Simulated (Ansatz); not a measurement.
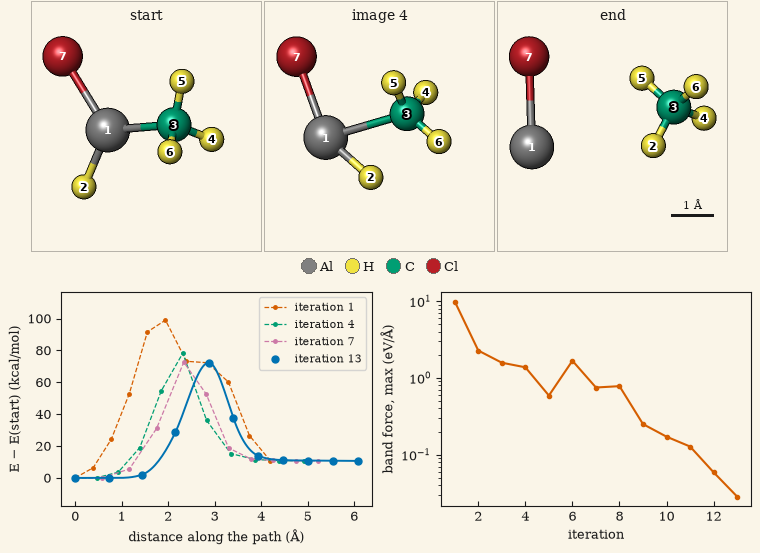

A nudged-elastic-band calculation for CH₄AlCl. Images are numbered from 0 (start) to 10 (end). The plot follows the band through its iterations. A ball-and-stick model, seen at a tilt.

The calculation used RKS PBE/def2-SVP (Ansatz 0.2.0). Run with 9 movable images; climbing image; force threshold 0.03 eV/Å; iteration limit 60; starting path through a guess of the saddle point.

How did the profile develop, and is the result final?

The result is final at these settings. The band converged in 13 iterations. The largest component of the band force went from 9.9 to 0.028 eV/Å. The climbing image converged on the top of the path. Its vibrational analysis gives one imaginary mode (1267i cm⁻¹), as a transition state must have. The first iteration put the highest image at 99.0 kcal/mol. The highest point, image 4, lies 72.3 kcal/mol above the start and 61.6 kcal/mol above the end; the end is at +10.7 kcal/mol relative to the start.

Cost: 5.9 min on 1 thread of Intel(R) Xeon(R) Processor @ 2.50GHz (Skylake/Cascade Lake), on a shared host, peak memory 0.14 GiB.
